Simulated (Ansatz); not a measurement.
**Geometry relaxation, with input and output: SiH₃F₃**

The run: geometry relaxation of SiH₃F₃. Method and program: RKS PBE-D4/def2-SVP (Ansatz 0.2.0).

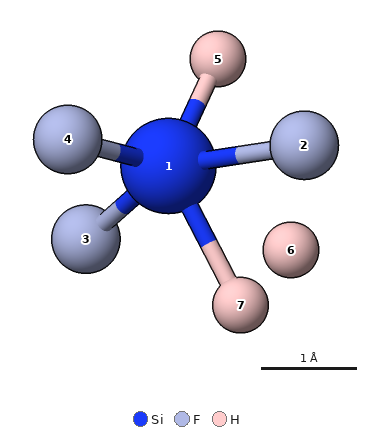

Figure 1. The input geometry (ball-and-stick view, seen at a tilt; atoms are numbered from 1 in the order of the input).

### The input
```yaml
crystal:
  periodic: [false, false, false]
  atoms:
    - {symbol: Si, position_ang: [-0.165235, 0.346114, -0.182085]}
    - {symbol: F, position_ang: [1.357086, -0.292028, 0.754632]}
    - {symbol: F, position_ang: [-1.511308, 0.210870, -1.038836]}
    - {symbol: F, position_ang: [-0.651080, 1.146603, 1.087402]}
    - {symbol: H, position_ang: [0.724475, 1.006515, -1.135616]}
    - {symbol: H, position_ang: [0.557354, -1.121100, 0.478280]}
    - {symbol: H, position_ang: [-0.311292, -1.296973, 0.036224]}
basis:
  gaussian: {orbitals: def2-SVP}
hamiltonian: {xc: pbe, dispersion: d4}
relax: {f_tol: 0.03, max_steps: 60, escape_saddle: true}
```

Launched with:
```bash
ansatz run in.yaml --threads 2 --pin off --events-out ev --progress --plain --max-ram 4352MiB
```

### Output
```
Error: invalid value for `relax.escape_saddle`: a Gaussian basis doesn't support `true`; leave it out, and run phonons on the result
```

### What the run reported

```json
{"quantity": "outcome", "value": "refused by the program"}
{"quantity": "hardware", "value": "2 CPU threads, shared host"}
```

The program refused the input: “invalid value for `relax.escape_saddle`: a Gaussian basis doesn't support `true`; leave it out, and run phonons on the result”
